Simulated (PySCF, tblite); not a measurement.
# C6H12BNSi: geometry, infrared bands and NMR shifts

Wanted: the infrared bands and NMR shifts of C6H12BNSi (`BC1=CC=C[Si@@H]1N(C)C`), by calculation.

The runs use tblite 0.8.0 and PySCF 2.14.0, with density-fitted response routines of our own; the level of theory stands in each step. All values are computed, except where a source is named. Atoms count from 0, in the outputs and in this text.

## Step 1: The starting structure

21 atoms, charge 0, multiplicity 1; geometry from: force field or distance geometry start.

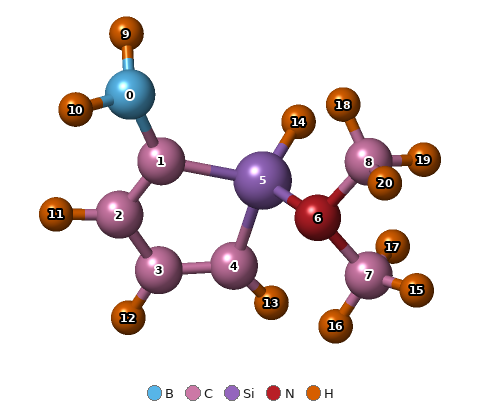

As it starts; boron blue, carbon pink, silicon purple, nitrogen red, hydrogen orange, atoms numbered.

## Step 2: Relaxing the molecule with GFN2-xTB

The job: settings as JSON, then the geometry in Å.

```
{"job": {"kind": "relax", "xc": "GFN2-xTB", "basis": "xTB"}, "charge": 0, "multiplicity": 1}
B      2.035200    -2.200100     0.277000
C      1.655900    -0.693300     0.034000
C      2.447600     0.343100     0.222100
C      1.910000     1.633100    -0.060100
C      0.666100     1.709900    -0.458100
Si     0.029000    -0.041500    -0.541900
N     -1.254200    -0.130600     0.671000
C     -2.028100     1.107900     0.510300
C     -2.201700    -1.212200     0.449300
H      2.285900    -2.804600    -0.719600
H      2.779500    -2.415700     1.183500
H      3.483000     0.184700     0.576100
H      2.501800     2.565100     0.082200
H      0.126100     2.600800    -0.714700
H     -0.334300    -0.433700    -1.868300
H     -3.015900     1.023600     1.021300
H     -1.440500     1.989600     0.838600
H     -2.189600     1.204000    -0.595600
H     -1.734400    -2.131500     0.087400
H     -2.992400    -0.857800    -0.262100
H     -2.738000    -1.423700     1.421900
```

Command:

```sh
> OMP_NUM_THREADS=1 python probes_run.py task.json out
```

The driver reads the jobs from task.json and runs them one after another.

The program printed:

```text
step      E/eV     max force
  0    -673.49137    3.056
  1    -673.78738    1.739
  2    -673.93889    1.289
  3    -674.07953    0.875
  4    -674.14630    0.683
  5    -674.20611    0.483
  6    -674.23559    0.544
  7    -674.26978    0.483
  8    -674.30285    0.557
  9    -674.34987    0.476
 10    -674.38930    0.306
 11    -674.41530    0.340
 12    -674.42739    0.264
 13    -674.43771    0.233
 14    -674.44910    0.249
 15    -674.45894    0.225
 16    -674.46767    0.229
 17    -674.47636    0.197
 18    -674.48534    0.195
 19    -674.49360    0.170
 20    -674.50004    0.142
 21    -674.50507    0.204
 22    -674.50936    0.199
 23    -674.51308    0.123
 24    -674.51621    0.113
 25    -674.51912    0.128
 26    -674.52234    0.178
 27    -674.52595    0.160
 28    -674.52947    0.134
 29    -674.53275    0.168
 30    -674.53662    0.183
 31    -674.54269    0.279
 32    -674.55219    0.331
 33    -674.56409    0.279
 34    -674.57556    0.226
 35    -674.58442    0.175
 36    -674.59047    0.209
 37    -674.59471    0.206
 38    -674.59864    0.160
 39    -674.60175    0.115
 40    -674.60542    0.102
 41    -674.60720    0.098
 42    -674.61017    0.095
 43    -674.61138    0.089
 44    -674.61238    0.085
 45    -674.61333    0.085
 46    -674.61428    0.079
 47    -674.61506    0.064
 48    -674.61577    0.054
 49    -674.61646    0.060
 50    -674.61709    0.061
 51    -674.61761    0.049
 52    -674.61806    0.048
 53    -674.61850    0.038
 54    -674.61899    0.051
 55    -674.61955    0.064
 56    -674.62019    0.063
 57    -674.62087    0.064
 58    -674.62150    0.064
 59    -674.62202    0.060
 60    -674.62246    0.070
 61    -674.62291    0.067
 62    -674.62342    0.061
 63    -674.62392    0.060
 64    -674.62434    0.043
 65    -674.62468    0.051
 66    -674.62498    0.051
 67    -674.62531    0.040
 68    -674.62562    0.039
 69    -674.62586    0.039
 70    -674.62608    0.035
 71    -674.62633    0.038
 72    -674.62667    0.049
 73    -674.62705    0.046
 74    -674.62742    0.041
 75    -674.62776    0.041
 76    -674.62814    0.059
 77    -674.62860    0.067
 78    -674.62907    0.056
 79    -674.62943    0.034
 80    -674.62968    0.035
 81    -674.62993    0.052
 82    -674.63021    0.058
 83    -674.63048    0.042
 84    -674.63071    0.043
 85    -674.63093    0.041
 86    -674.63117    0.049
 87    -674.63146    0.049
 88    -674.63170    0.028
 89    -674.63187    0.032
 90    -674.63203    0.030
 91    -674.63225    0.050
 92    -674.63260    0.061
 93    -674.63310    0.059
 94    -674.63372    0.068
 95    -674.63441    0.074
 96    -674.63517    0.070
 97    -674.63608    0.073
 98    -674.63715    0.087
 99    -674.63828    0.073
100    -674.63925    0.071
101    -674.64001    0.087
102    -674.64060    0.079
103    -674.64147    0.059
104    -674.64290    0.062
105    -674.64405    0.061
106    -674.64510    0.084
107    -674.64617    0.070
108    -674.64743    0.062
109    -674.64916    0.073
110    -674.65010    0.112
111    -674.65173    0.138
112    -674.65354    0.105
113    -674.65514    0.075
114    -674.65622    0.064
115    -674.65726    0.061
116    -674.65783    0.049
117    -674.65837    0.039
118    -674.65863    0.038
119    -674.65885    0.038
120    -674.65901    0.036
121    -674.65919    0.028
122    -674.65937    0.027
123    -674.65955    0.024
124    -674.65971    0.028
125    -674.65986    0.024
126    -674.66002    0.025
127    -674.66021    0.029
128    -674.66043    0.041
129    -674.66064    0.041
130    -674.66079    0.026
131    -674.66089    0.017
132    -674.66096    0.019
133    -674.66104    0.025
134    -674.66113    0.025
135    -674.66121    0.024
136    -674.66129    0.022
137    -674.66138    0.021
138    -674.66149    0.027
139    -674.66161    0.027
140    -674.66176    0.029
141    -674.66194    0.036
142    -674.66212    0.031
143    -674.66229    0.023
144    -674.66242    0.022
145    -674.66252    0.020
146    -674.66261    0.024
147    -674.66270    0.019
148    -674.66278    0.020
149    -674.66285    0.018
150    -674.66292    0.016
151    -674.66298    0.021
152    -674.66304    0.021
153    -674.66309    0.019
154    -674.66312    0.015
155    -674.66315    0.010
156    -674.66317    0.011
157    -674.66319    0.010
158    -674.66322    0.013
159    -674.66326    0.015
160    -674.66331    0.016
161    -674.66335    0.016
162    -674.66339    0.014
163    -674.66341    0.014
164    -674.66344    0.013
165    -674.66347    0.016
166    -674.66351    0.018
167    -674.66354    0.014
168    -674.66357    0.012
169    -674.66359    0.010
170    -674.66360    0.009
```

It took 2.8 s on 1 thread of Arm Neoverse N1, shared host; peak memory 0.18 GiB.

The steps of the relaxation: (not every step is listed)

| step | energy from step 0 (eV) | largest force (eV/Å) |
| --- | --- | --- |
| 0 | 0.0000 | 3.0556 |
| 1 | -0.2960 | 1.7390 |
| 2 | -0.4475 | 1.2890 |
| 3 | -0.5882 | 0.8749 |
| 4 | -0.6549 | 0.6829 |
| 5 | -0.7147 | 0.4825 |
| 6 | -0.7442 | 0.5440 |
| 7 | -0.7784 | 0.4833 |
| 8 | -0.8115 | 0.5568 |
| 23 | -1.0217 | 0.1228 |
| 38 | -1.1073 | 0.1597 |
| 53 | -1.1271 | 0.0375 |
| 68 | -1.1343 | 0.0395 |
| 83 | -1.1391 | 0.0420 |
| 98 | -1.1458 | 0.0866 |
| 113 | -1.1638 | 0.0753 |
| 128 | -1.1691 | 0.0411 |
| 143 | -1.1709 | 0.0227 |
| 158 | -1.1719 | 0.0133 |
| 165 | -1.1721 | 0.0160 |
| 166 | -1.1721 | 0.0185 |
| 167 | -1.1722 | 0.0140 |
| 168 | -1.1722 | 0.0118 |
| 169 | -1.1722 | 0.0099 |
| 170 | -1.1722 | 0.0088 |

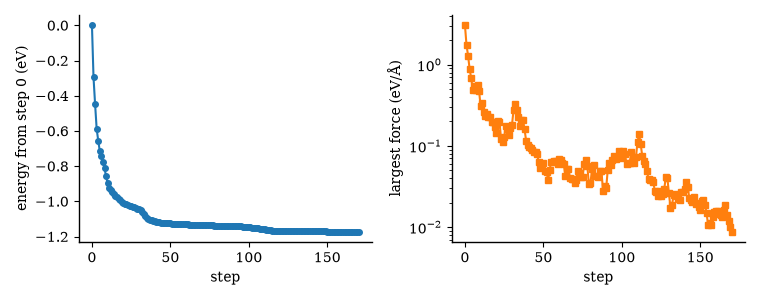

Energy and force, step by step.

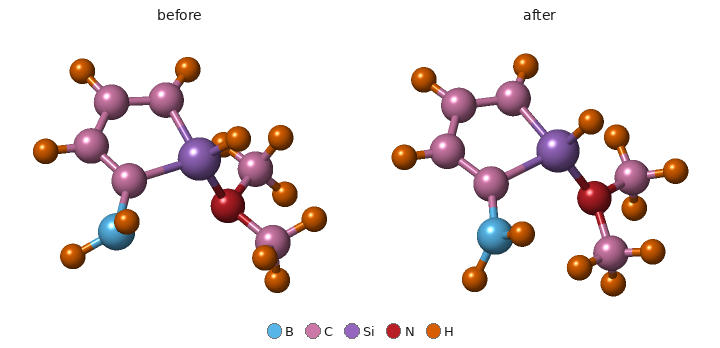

Before and after, at one scale.

Close pairs (by a distance rule), those that changed most:

| bond | before (Å) | after (Å) | change (Å) |
| --- | --- | --- | --- |
| C1–Si5 | 1.845 | 1.912 | +0.067 |
| B0–C1 | 1.573 | 1.513 | -0.060 |
| Si5–H14 | 1.430 | 1.479 | +0.049 |
| Si5–N6 | 1.768 | 1.720 | -0.048 |
| C8–H20 | 1.131 | 1.093 | -0.037 |
| C3–H12 | 1.113 | 1.082 | -0.031 |
| C3–C4 | 1.308 | 1.339 | +0.031 |
| C1–C2 | 1.318 | 1.345 | +0.027 |

The next job starts from the end point, and lists it.

## Step 3: Infrared spectrum with GFN2-xTB

The job: settings as JSON, then the geometry in Å.

```
{"job": {"kind": "ir", "xc": "GFN2-xTB", "basis": "xTB"}, "charge": 0, "multiplicity": 1}
B      1.590212    -2.139323     0.126201
C      1.612558    -0.634412    -0.025188
C      2.554344     0.304468     0.174789
C      2.189757     1.697430    -0.005412
C      0.930606     1.942038    -0.389621
Si     0.070129     0.294887    -0.667924
N     -1.303955     0.038570     0.334028
C     -2.388733     0.989648     0.330273
C     -1.738645    -1.297969     0.659396
H      1.395540    -2.819215    -0.810143
H      1.703420    -2.640622     1.181083
H      3.573020     0.059659     0.446369
H      2.924005     2.467277     0.191805
H      0.555635     2.940841    -0.532937
H     -0.103028     0.033798    -2.113038
H     -2.882596     0.990913     1.305291
H     -1.998756     1.983309     0.131791
H     -3.138244     0.750129    -0.433770
H     -0.874251    -1.957318     0.707199
H     -2.439235    -1.692618    -0.086674
H     -2.240702    -1.294546     1.630712
```

The program printed:

```text
mode    cm-1     km/mol
  1      47.2      0.12
  2      81.8      0.14
  3     100.6      0.37
  4     131.5      5.67
  5     166.5      1.60
  6     185.1      2.30
  7     209.7      0.27
  8     251.1      6.47
  9     269.1      7.13
 10     293.1      0.24
 11     316.8      2.58
 12     393.5     23.34
 13     427.4      4.48
 14     434.9     17.58
 15     594.9     17.31
 16     617.7     59.70
 17     643.2     87.83
 18     656.8     23.89
 19     727.8     33.27
 20     756.0     96.10
 21     804.5    105.26
 22     814.7     45.47
 23     831.6    106.55
 24     868.6      8.98
 25     912.5      0.29
 26    1009.4     34.54
 27    1037.2    129.49
 28    1055.3      0.25
 29    1067.3     31.17
 30    1087.5      1.00
 31    1125.0      4.57
 32    1128.8      0.88
 33    1199.7     66.76
 34    1203.8     68.15
 35    1255.3      5.11
 36    1300.0     80.15
 37    1316.9      5.19
 38    1414.0      0.04
 39    1423.8      0.20
 40    1478.8      2.00
 41    1486.9      5.48
 42    1497.7      6.55
 43    1507.2      1.70
 44    1553.2     19.50
 45    1625.6      8.02
 46    2130.8    357.69
 47    2593.6    171.12
 48    2613.9    144.74
 49    2894.3     25.86
 50    2896.1    124.04
 51    2955.6     25.32
 52    2960.0     84.59
 53    3018.9     26.66
 54    3040.5     29.10
 55    3049.0     24.47
 56    3052.8    105.41
 57    3101.0     54.46
```

Run time: 1.7 s. Hardware: 1 thread of Arm Neoverse N1, shared host; peak memory 0.18 GiB.

Which atoms move in the most intense modes:

| cm⁻¹ | km/mol | atoms |
| --- | --- | --- |
| 804 | 105.3 | H10 31 %, H9 24 %, B0 20 % |
| 832 | 106.5 | C4 25 %, Si5 18 %, H13 14 % |
| 1037 | 129.5 | H16 22 %, N6 17 %, C7 16 %, C8 16 % |
| 2131 | 357.7 | H14 97 % |
| 2594 | 171.1 | H10 51 %, H9 44 % |
| 2614 | 144.7 | H9 48 %, H10 41 %, B0 11 % |
| 2896 | 124.0 | H17 74 %, H19 13 % |
| 3053 | 105.4 | H12 65 %, H11 25 % |

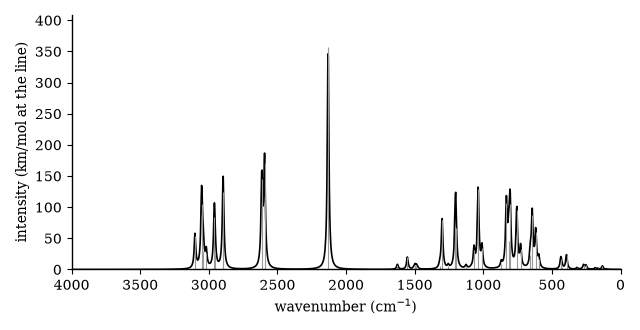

The infrared spectrum from these modes, unscaled. Lines are broadened to a width of 14 cm⁻¹ (Lorentzian).

## Step 4: Nuclear shieldings: PBE0/pcSseg-1

Same as in step 3 but for these lines:

```diff
@@ -1,2 +1,2 @@
-{"job": {"kind": "ir", "xc": "GFN2-xTB", "basis": "xTB"}, "charge": 0, "multiplicity": 1}
+{"job": {"kind": "nmr", "xc": "PBE0", "basis": "pcSseg-1"}, "charge": 0, "multiplicity": 1}
 B      1.590212    -2.139323     0.126201
```

Level: GIAO PBE0/pcSseg-1 NMR shielding, non-relativistic, gas phase.

The program printed:

```text
coarse grid: 17728 points
cycle   1  E = -604.2291811532  dE =  1.121e+00  |g| = 4.828e-01  |ddm| = 4.163e+00
cycle   2  E = -604.2070473709  dE =  2.213e-02  |g| = 5.783e-01  |ddm| = 1.140e+00
cycle   3  E = -604.2901480926  dE = -8.310e-02  |g| = 9.445e-02  |ddm| = 6.922e-01
cycle   4  E = -604.2918224408  dE = -1.674e-03  |g| = 4.186e-02  |ddm| = 1.199e-01
cycle   5  E = -604.2922412242  dE = -4.188e-04  |g| = 1.295e-02  |ddm| = 5.424e-02
cycle   6  E = -604.2922870246  dE = -4.580e-05  |g| = 4.231e-03  |ddm| = 1.687e-02
cycle   7  E = -604.2922908714  dE = -3.847e-06  |g| = 9.173e-04  |ddm| = 3.775e-03
final grid: 165840 points
cycle   8  E = -604.3427581658  dE = -4.085e-05  |g| = 8.670e-03  |ddm| = 3.358e-02
cycle   9  E = -604.3427517824  dE =  6.383e-06  |g| = 1.005e-02  |ddm| = 1.947e-02
cycle  10  E = -604.3427784619  dE = -2.668e-05  |g| = 9.748e-04  |ddm| = 1.080e-02
cycle  11  E = -604.3427786667  dE = -2.048e-07  |g| = 3.034e-04  |ddm| = 1.117e-03
cycle  12  E = -604.3427786844  dE = -1.769e-08  |g| = 8.572e-05  |ddm| = 2.789e-04
cycle  13  E = -604.3427786860  dE = -1.603e-09  |g| = 3.716e-05  |ddm| = 1.061e-04
cycle  14  E = -604.3427786863  dE = -3.297e-10  |g| = 1.023e-05  |ddm| = 4.262e-05
converged SCF energy = -604.3427786863

GIAO shielding tensors (ppm)
atom      isotropic    diamagn.    paramagn.     s11        s22        s33       span
  0 B       23.356     192.500    -169.144    -48.546    -14.252    132.865    181.412
  1 C       14.385     268.421    -254.036    -61.183    -24.335    128.673    189.856
  2 C       40.688     251.212    -210.524    -53.765     33.163    142.666    196.431
  3 C       31.415     255.659    -224.245    -90.085     42.764    141.565    231.650
  4 C       48.431     264.243    -215.812    -65.939     39.509    171.723    237.662
  5 Si     347.853     884.221    -536.369    256.626    380.132    406.800    150.175
  6 N      248.586     328.985     -80.399    221.913    259.604    264.242     42.329
  7 C      146.422     243.712     -97.290    123.126    130.388    185.751     62.625
  8 C      140.376     246.172    -105.796    114.492    124.013    182.623     68.131
  9 H       23.917      30.020      -6.103     16.977     25.542     29.230     12.253
 10 H       23.660      29.883      -6.223     16.374     26.000     28.607     12.232
 11 H       24.952      31.541      -6.589     22.699     24.616     27.540      4.841
 12 H       24.548      30.595      -6.048     21.872     23.872     27.898      6.026
 13 H       25.238      32.152      -6.915     22.538     25.625     27.549      5.011
 14 H       26.423      30.528      -4.105     23.120     23.883     32.266      9.146
 15 H       29.150      28.846       0.303     24.922     26.506     36.021     11.098
 16 H       28.799      30.322      -1.523     23.216     28.305     34.876     11.660
 17 H       29.191      28.411       0.780     24.924     26.693     35.954     11.030
 18 H       29.658      32.039      -2.381     24.201     29.464     35.310     11.108
 19 H       29.078      29.517      -0.439     25.204     26.485     35.545     10.340
 20 H       28.978      29.864      -0.886     25.190     26.130     35.616     10.426
```

Run time: 92 s. Hardware: 1 thread of Arm Neoverse N1, shared host; peak memory 0.97 GiB.

Shifts follow as δ = σ(reference) − σ, with reference shieldings (ppm) from runs at the same level and on the same kind of geometry: ¹H TMS 31.72, ¹³C TMS 186.9, ²⁹Si TMS 349.2, ¹⁵N NH3 267.7, ¹¹B BF3·OEt2 100.1. The references are single molecules in the gas phase, so shifts against H2O, NH3, PH3, H3PO4 or CFCl3 are not on the usual liquid scales and can be off by tens of ppm. Atoms listed in one row are averaged.

| atoms | environment | σ (ppm) | δ (ppm) | δ scaled to CDCl3 |
| --- | --- | --- | --- | --- |
| C1 | fully substituted alkene carbon | 14.4 | 172.5 | 166.5 |
| C3 | alkene CH | 31.4 | 155.5 | 149.9 |
| C2 | alkene CH | 40.7 | 146.2 | 140.8 |
| C4 | alkene CH | 48.4 | 138.5 | 133.3 |
| C7, C8 | methyl carbon bonded to N | 143.4 | 43.5 | 40.6 |
| H9, H10 | hydrogen on a boron bonded to C | 23.79 | 7.93 | – |
| H12 | hydrogen on an alkene CH | 24.55 | 7.17 | 6.86 |
| H11 | hydrogen on an alkene CH | 24.95 | 6.76 | 6.48 |
| H13 | hydrogen on an alkene CH | 25.24 | 6.48 | 6.21 |
| H14 | hydrogen on a silicon bonded to 2 C, N, in a 5-membered ring | 26.42 | 5.29 | – |
| H15, H16, H17, H18, H19, H20 | hydrogen on a methyl carbon bonded to N | 29.14 | 2.57 | 2.53 |
| B0 | boron bonded to C, 2 H | 23.4 | 76.7 | – |
| Si5 | silicon bonded to 2 C, N, H, in a 5-membered ring | 347.9 | 1.3 | – |
| N6 | nitrogen bonded to 2 C, Si | 248.6 | 19.1 | – |

The scaled column applies a straight-line fit of computed shieldings to shifts measured in CDCl3 (root-mean-square error 0.16 ppm for H, 1.9 ppm for C).

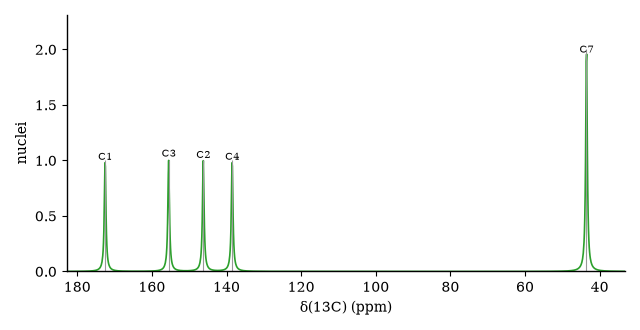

¹³C lines at the computed shifts, without couplings. Lines are broadened to a width of 0.52 ppm (Lorentzian).

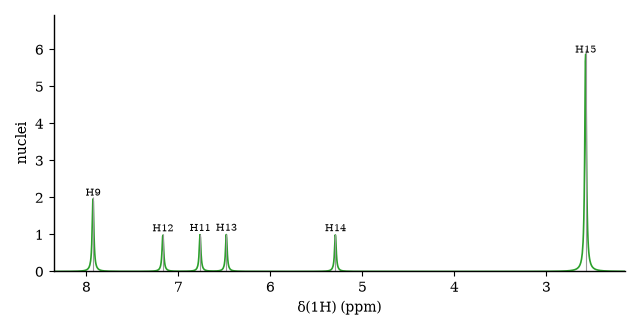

¹H lines at the computed shifts, without couplings. Lines are broadened to a width of 0.02 ppm (Lorentzian).

The run also stored atomic charges by several schemes (e):

| atoms | Mulliken | IAO | Hirshfeld | ESP fit |
| --- | --- | --- | --- | --- |
| B0 | 0.20 | 0.00 | 0.11 | 0.41 |
| C1 | -0.59 | -0.38 | -0.15 | -0.41 |
| C2 | -0.08 | -0.12 | -0.04 | -0.10 |
| C3 | -0.09 | -0.13 | -0.04 | -0.03 |
| C4 | -0.41 | -0.44 | -0.15 | -0.54 |
| Si5 | 1.04 | 1.02 | 0.38 | 0.76 |
| N6 | -0.78 | -0.50 | -0.17 | -0.22 |
| C7, C8 | -0.08 | -0.29 | -0.07 | -0.35 |

Mulliken charges:

B0 0.20; C1 -0.59; C2 -0.08; C3 -0.09; C4 -0.41; Si5 1.04; N6 -0.78; C7 -0.07; C8 -0.08; H9 -0.01; H10 0.00; H11 0.08; H12 0.09; H13 0.11; H14 -0.08; H15 0.11; H16 0.12; H17 0.10; H18 0.13; H19 0.10; H20 0.12

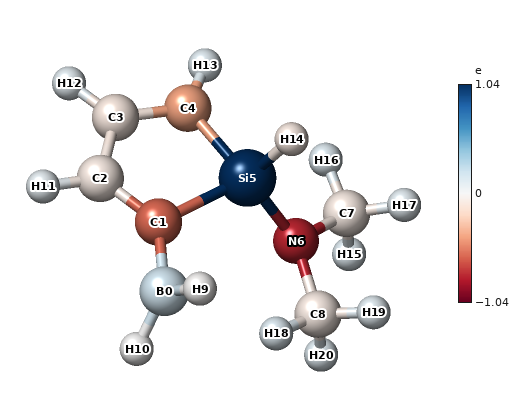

Mulliken charges, as colours on the atoms.

Mayer bond orders: B0–C1 1.05, C1–C2 1.81, C2–C3 1.09, C3–C4 1.84, C4–Si5 0.86, Si5–N6 0.99, N6–C7 0.96, N6–C8 0.96, Si5–C1 0.78.

Ring of atoms C1, C2, C3, C4, Si5: NICS(0) 2.4, NICS(1) -1.0, NICS(1)zz 3.2 ppm (means of both faces).

## Step 5: Results

| quantity | value |
| --- | --- |
| strongest single infrared mode (GFN2-xTB) | 2131 cm⁻¹, 358 km/mol |
| zero-point energy (GFN2-xTB) | 102.4 kcal/mol |
| ¹³C shifts against TMS (PBE0/pcSseg-1, means over atoms taken as alike) | 172.5, 155.5, 146.2, 138.5, 43.5 ppm |
| ¹H shifts against TMS (PBE0/pcSseg-1, means over atoms taken as alike) | 7.93, 7.17, 6.76, 6.48, 5.29, 2.57 ppm |
| ¹¹B shifts against BF3·OEt2 (PBE0/pcSseg-1) | 76.7 ppm |
| ²⁹Si shifts against TMS (PBE0/pcSseg-1) | 1.3 ppm |
| ¹⁵N shifts against NH3 (PBE0/pcSseg-1) | 19.1 ppm |

What this shows: Relaxing lowered the energy by 1.172 eV in 170 steps; the close pair that moved most is C1–Si5, from 1.845 to 1.912 Å. All 57 modes are real, so the xTB geometry is a minimum. The strongest single mode, at 2131 cm⁻¹, moves mainly H14. GFN2-xTB is a fitted tight-binding method: band positions and strengths are rough. Its intensities can rank the bands wrongly.
